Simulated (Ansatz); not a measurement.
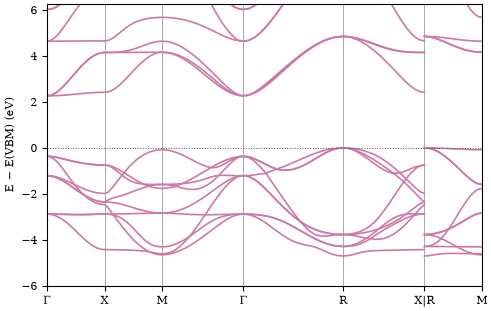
Band structure from the program Ansatz at the r²SCAN level (PAW)

### Question
Read off the gap and where the band edges lie.

### Answer
About 2.3 eV (2.26 eV by a search for the band edges); maximum at R, minimum at Γ.

The material is SrTiO$_{3}$ (cubic perovskite, Pm-3m).

The r²SCAN relaxation kept the symmetry of its start. At this level the phase is dynamically unstable (imaginary phonons). No spin polarisation was allowed. Scalar-relativistic: spin–orbit coupling is off unless named, which matters more the heavier the elements.

Potentials: the later of the program's two PAW sets.
